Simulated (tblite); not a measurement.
# Geometry relaxation, with input and output: C₃H₈FOSi₂ (part 4 of 4)

Continued. System: C₃H₈FOSi₂, multiplicity 2. Method: GFN2-xTB geometry optimisation, gas phase (tblite 0.8.0). It belongs to a series of runs on one base structure; here: H removed from Si.

**Trajectory as extended XYZ, continued**
```
15
Properties=species:S:1:pos:R:3:forces:R:3 step=114 energy=-616.10612
C    -2.3649   -0.4527    0.4941    0.0030  -0.0080   0.0040
O    -1.2371    0.3467    0.2704   -0.0420   0.0210   0.0120
C    -0.2727   -0.2493   -0.5965    0.0180  -0.0050   0.0150
Si    1.0032   -1.2253    0.5126   -0.0230  -0.0150   0.0150
C     2.1547    0.3378    0.3215    0.0330   0.0300   0.0040
F     3.4899    0.1110   -0.0081   -0.0060  -0.0190  -0.0350
Si    1.0457    1.0741   -1.0827   -0.0130   0.0260  -0.0090
H    -2.9862    0.0655    1.2234    0.0140   0.0170  -0.0110
H    -2.0862   -1.4379    0.8889    0.0160   0.0050  -0.0030
H    -2.9369   -0.5982   -0.4321    0.0200  -0.0080   0.0030
H    -0.7867   -0.7538   -1.4194   -0.0140  -0.0380  -0.0140
H     0.5530   -1.4145    1.9009   -0.0020  -0.0070  -0.0060
H     2.2004    0.9521    1.2280   -0.0280  -0.0120  -0.0040
H     0.6231    2.4590   -0.9161    0.0070   0.0010  -0.0050
H     1.5962    0.7935   -2.4071    0.0180   0.0130   0.0360
15
Properties=species:S:1:pos:R:3:forces:R:3 step=117 energy=-616.10871
C    -2.3665   -0.4678    0.4827   -0.0120  -0.0110   0.0680
O    -1.2640    0.3615    0.2453   -0.0270  -0.0370  -0.0480
C    -0.2773   -0.2346   -0.5965    0.0060  -0.0380   0.0100
Si    0.9756   -1.2116    0.5388   -0.0040   0.0120   0.0110
C     2.1717    0.3129    0.3101   -0.0150   0.0660  -0.0440
F     3.4831    0.0319   -0.0705   -0.0110  -0.0060  -0.0190
Si    1.0459    1.0885   -1.0663    0.0220   0.0100   0.0410
H    -3.0190    0.0574    1.1771   -0.0160   0.0540   0.0190
H    -2.0638   -1.4235    0.9301    0.0340   0.0050  -0.0300
H    -2.9183   -0.6758   -0.4420    0.0250  -0.0090  -0.0440
H    -0.7694   -0.7508   -1.4277   -0.0190  -0.0020   0.0130
H     0.5117   -1.3368    1.9294    0.0060  -0.0120   0.0070
H     2.2739    0.9330    1.2081   -0.0100  -0.0400   0.0000
H     0.6207    2.4640   -0.8385    0.0180   0.0000  -0.0150
H     1.5914    0.8596   -2.4019    0.0040   0.0070   0.0310
15
Properties=species:S:1:pos:R:3:forces:R:3 step=119 energy=-616.11045
C    -2.3695   -0.4789    0.4744   -0.0020   0.0050   0.0050
O    -1.2866    0.3715    0.2241    0.0050  -0.0310  -0.0320
C    -0.2818   -0.2272   -0.5934   -0.0090  -0.0150  -0.0080
Si    0.9547   -1.1991    0.5633    0.0140   0.0140   0.0070
C     2.1792    0.2975    0.2986   -0.0310   0.0120  -0.0220
F     3.4681   -0.0257   -0.1224    0.0130   0.0130  -0.0070
Si    1.0444    1.1004   -1.0506   -0.0090  -0.0090   0.0270
H    -3.0438    0.0493    1.1446   -0.0240   0.0380   0.0230
H    -2.0430   -1.4135    0.9485    0.0050   0.0040  -0.0180
H    -2.8991   -0.7247   -0.4549   -0.0020  -0.0260  -0.0090
H    -0.7591   -0.7532   -1.4289   -0.0020   0.0160   0.0200
H     0.4971   -1.2796    1.9600    0.0050  -0.0080  -0.0060
H     2.3237    0.9121    1.1929    0.0250  -0.0150   0.0220
H     0.6224    2.4699   -0.7872    0.0110   0.0060  -0.0070
H     1.5888    0.9092   -2.3910    0.0010  -0.0050   0.0040
15
Properties=species:S:1:pos:R:3:forces:R:3 step=122 energy=-616.11086
C    -2.3741   -0.4816    0.4701    0.0040  -0.0080  -0.0130
O    -1.2936    0.3730    0.2205   -0.0200  -0.0200  -0.0010
C    -0.2832   -0.2251   -0.5888    0.0070  -0.0010  -0.0040
Si    0.9533   -1.1948    0.5714    0.0020   0.0070  -0.0010
C     2.1842    0.2942    0.2944   -0.0130  -0.0050  -0.0010
F     3.4676   -0.0379   -0.1369    0.0110   0.0090  -0.0180
Si    1.0439    1.1026   -1.0451   -0.0200   0.0040   0.0110
H    -3.0560    0.0467    1.1341    0.0000   0.0160   0.0000
H    -2.0423   -1.4126    0.9492   -0.0140   0.0230  -0.0140
H    -2.8957   -0.7368   -0.4624    0.0030  -0.0120   0.0230
H    -0.7572   -0.7514   -1.4253    0.0070  -0.0030   0.0030
H     0.4997   -1.2636    1.9702    0.0050  -0.0060  -0.0090
H     2.3428    0.9047    1.1889    0.0140   0.0020   0.0230
H     0.6262    2.4721   -0.7720    0.0120  -0.0030  -0.0090
H     1.5799    0.9183   -2.3902    0.0010  -0.0030   0.0110
15
Properties=species:S:1:pos:R:3:forces:R:3 step=125 energy=-616.11126
C    -2.3816   -0.4831    0.4619   -0.0080  -0.0040   0.0070
O    -1.3003    0.3711    0.2204    0.0040   0.0080  -0.0070
C    -0.2829   -0.2263   -0.5804    0.0070   0.0030   0.0020
Si    0.9556   -1.1891    0.5842    0.0000  -0.0050  -0.0080
C     2.1932    0.2910    0.2896    0.0050   0.0040   0.0130
F     3.4675   -0.0512   -0.1641   -0.0210   0.0090  -0.0090
Si    1.0399    1.1052   -1.0366    0.0060   0.0030   0.0030
H    -3.0705    0.0486    1.1164    0.0000  -0.0010  -0.0070
H    -2.0531   -1.4110    0.9463   -0.0040  -0.0070   0.0260
H    -2.8919   -0.7465   -0.4734   -0.0200   0.0030  -0.0100
H    -0.7520   -0.7579   -1.4161    0.0160  -0.0050  -0.0080
H     0.5032   -1.2470    1.9836    0.0080   0.0000  -0.0080
H     2.3737    0.8989    1.1826    0.0030  -0.0050  -0.0030
H     0.6236    2.4722   -0.7508    0.0080   0.0000  -0.0060
H     1.5713    0.9330   -2.3855   -0.0040  -0.0040   0.0160
15
Properties=species:S:1:pos:R:3:forces:R:3 step=127 energy=-616.11148
C    -2.3845   -0.4856    0.4596    0.0030  -0.0040   0.0120
O    -1.3061    0.3730    0.2186   -0.0040  -0.0100  -0.0110
C    -0.2841   -0.2228   -0.5771    0.0030  -0.0020  -0.0010
Si    0.9546   -1.1858    0.5871    0.0000  -0.0140  -0.0100
C     2.1958    0.2902    0.2892   -0.0030   0.0090   0.0050
F     3.4651   -0.0551   -0.1753   -0.0100   0.0000  -0.0060
Si    1.0393    1.1078   -1.0325    0.0130   0.0000   0.0040
H    -3.0761    0.0476    1.1098   -0.0110  -0.0090  -0.0030
H    -2.0533   -1.4105    0.9491   -0.0080   0.0080   0.0230
H    -2.8919   -0.7564   -0.4756   -0.0080   0.0150  -0.0040
H    -0.7493   -0.7565   -1.4139    0.0180  -0.0020  -0.0110
H     0.5025   -1.2439    1.9862    0.0090   0.0030  -0.0020
H     2.3857    0.8954    1.1820   -0.0020   0.0000  -0.0030
H     0.6307    2.4764   -0.7470    0.0000   0.0090  -0.0010
H     1.5673    0.9343   -2.3821    0.0000  -0.0040   0.0070
15
Properties=species:S:1:pos:R:3:forces:R:3 step=130 energy=-616.11179
C    -2.3872   -0.4869    0.4592   -0.0050   0.0070  -0.0070
O    -1.3089    0.3718    0.2164   -0.0050  -0.0080  -0.0010
C    -0.2838   -0.2223   -0.5763   -0.0060  -0.0090  -0.0010
Si    0.9555   -1.1860    0.5860    0.0110  -0.0050   0.0080
C     2.1961    0.2922    0.2911   -0.0020  -0.0040  -0.0060
F     3.4621   -0.0537   -0.1827   -0.0050   0.0010   0.0100
Si    1.0392    1.1096   -1.0292    0.0030   0.0040   0.0040
H    -3.0802    0.0484    1.1061   -0.0090  -0.0010   0.0020
H    -2.0572   -1.4091    0.9550   -0.0090   0.0070  -0.0020
H    -2.8949   -0.7579   -0.4766    0.0120  -0.0030   0.0200
H    -0.7441   -0.7576   -1.4147    0.0060   0.0040  -0.0110
H     0.5074   -1.2476    1.9866    0.0070   0.0030  -0.0070
H     2.3909    0.8951    1.1844    0.0010  -0.0060  -0.0090
H     0.6344    2.4802   -0.7493   -0.0070   0.0120   0.0040
H     1.5664    0.9317   -2.3780    0.0080  -0.0040  -0.0050
15
Properties=species:S:1:pos:R:3:forces:R:3 step=132 energy=-616.11191
C    -2.3895   -0.4869    0.4586   -0.0070   0.0040  -0.0050
O    -1.3107    0.3706    0.2131   -0.0030  -0.0010   0.0040
C    -0.2835   -0.2243   -0.5767   -0.0030   0.0000   0.0030
Si    0.9562   -1.1865    0.5875    0.0060   0.0040   0.0050
C     2.1974    0.2908    0.2897    0.0080  -0.0080   0.0000
F     3.4621   -0.0563   -0.1878   -0.0130   0.0030   0.0120
Si    1.0388    1.1101   -1.0273   -0.0010   0.0070   0.0000
H    -3.0850    0.0496    1.1023    0.0080   0.0060  -0.0030
H    -2.0603   -1.4066    0.9589   -0.0060   0.0000  -0.0020
H    -2.8960   -0.7614   -0.4764    0.0090  -0.0100   0.0080
H    -0.7403   -0.7601   -1.4167    0.0000   0.0040  -0.0050
H     0.5092   -1.2411    1.9888    0.0050   0.0000  -0.0060
H     2.3956    0.8930    1.1829    0.0010  -0.0080  -0.0110
H     0.6331    2.4799   -0.7426   -0.0060   0.0020   0.0020
H     1.5682    0.9374   -2.3763    0.0020  -0.0040   0.0000
15
Properties=species:S:1:pos:R:3:forces:R:3 step=135 energy=-616.11197
C    -2.3916   -0.4888    0.4570    0.0060  -0.0040   0.0020
O    -1.3157    0.3719    0.2095   -0.0010  -0.0080   0.0000
C    -0.2844   -0.2225   -0.5752    0.0010   0.0060  -0.0040
Si    0.9543   -1.1844    0.5911   -0.0030   0.0040  -0.0030
C     2.1997    0.2873    0.2875    0.0040   0.0040   0.0010
F     3.4605   -0.0643   -0.1958   -0.0040  -0.0030   0.0040
Si    1.0387    1.1124   -1.0244    0.0010   0.0010  -0.0010
H    -3.0907    0.0486    1.0961    0.0060   0.0030  -0.0060
H    -2.0596   -1.4045    0.9628   -0.0040   0.0040   0.0050
H    -2.8941   -0.7726   -0.4770    0.0020  -0.0010  -0.0030
H    -0.7368   -0.7588   -1.4178   -0.0010   0.0040   0.0040
H     0.5076   -1.2308    1.9924    0.0050  -0.0010   0.0000
H     2.4052    0.8884    1.1795   -0.0030  -0.0040  -0.0050
H     0.6352    2.4818   -0.7329   -0.0040  -0.0040   0.0000
H     1.5673    0.9442   -2.3747   -0.0040  -0.0010   0.0060
```

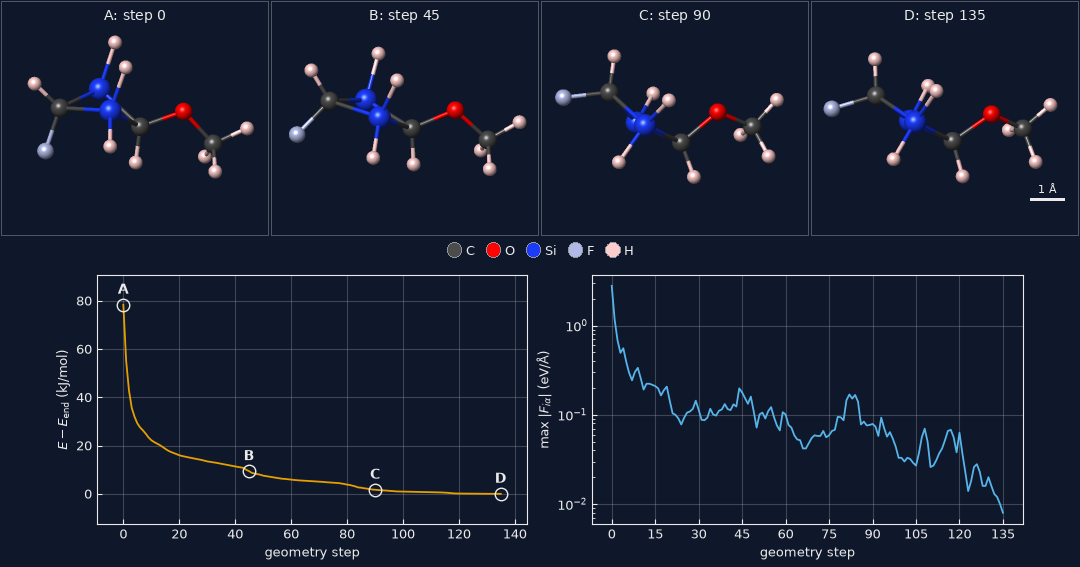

Figure 1. Frames of the relaxation (ball-and-stick view, seen at a tilt) above the curves, on which the letters mark them (steps are counted from 0).

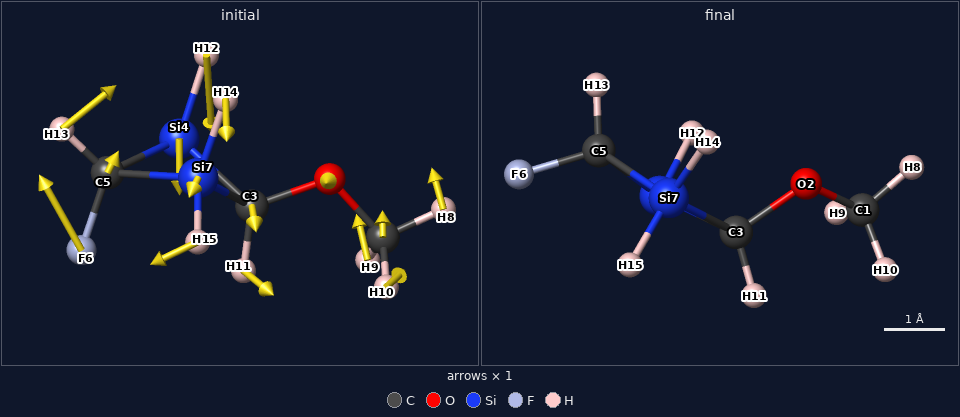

Figure 2. Before (left) and after (right) the relaxation, at one scale (ball-and-stick view, seen at a tilt). The yellow arrows give the displacements, at true length. H12 moves most after the best rigid fit: 1.81 Å. Largest moves by element: H 1.81 Å, F 1.50 Å, Si 0.97 Å, C 0.57 Å, O 0.41 Å. Among the contacts that change: C3–Si4 1.857 → 1.954 Å, C5–Si7 1.891 → 1.936 Å, O2–C3 1.381 → 1.426 Å, C3–Si7 1.891 → 1.932 Å. Among the angles that change: F6–C5–H13 116.7° → 104.5°, Si4–C5–Si7 85.0° → 92.5°, F6–C5–Si7 108.3° → 114.5°. The energy falls by 78.3 kJ/mol in 135 geometry steps. Largest force component: 2.8 eV/Å at the start, 0.008 eV/Å at the end. (Atoms are counted from 1 in the order of the input.)

The run was set up as follows.

**Input file**
```
{"job": {"kind": "relax", "xc": "GFN2-xTB", "basis": "xTB"}, "charge": 0, "multiplicity": 2}
C     -2.464400    -0.603300    -0.018300
O     -1.392000     0.082000     0.519100
C     -0.182600    -0.283900    -0.037400
Si     1.121300    -0.638000     1.237000
C      2.325200    -0.001700    -0.023700
F      2.517600    -0.920200    -1.046400
Si     0.926500     1.166300    -0.529000
H     -3.385100    -0.250400     0.499200
H     -2.369900    -1.695100     0.143500
H     -2.588600    -0.366900    -1.104700
H     -0.243100    -1.046900    -0.845900
H      0.925700     0.325400     2.355900
H      3.222400     0.492000     0.370900
H      0.732000     2.261300     0.408200
H      0.850600     1.487300    -1.950400
```

The first line tells a small driver script what to run in tblite; the rest is the geometry in Å.

Launched with:
```bash
OMP_NUM_THREADS=1 python <driver script> task.json out
```

**Key numbers**

| quantity | value |
| --- | --- |
| outcome | converged |
| total energy | −616.1120 eV |
| hardware | 1 CPU thread, shared host |
| wall time | 0.82 s |
| peak memory | 0.18 GiB |
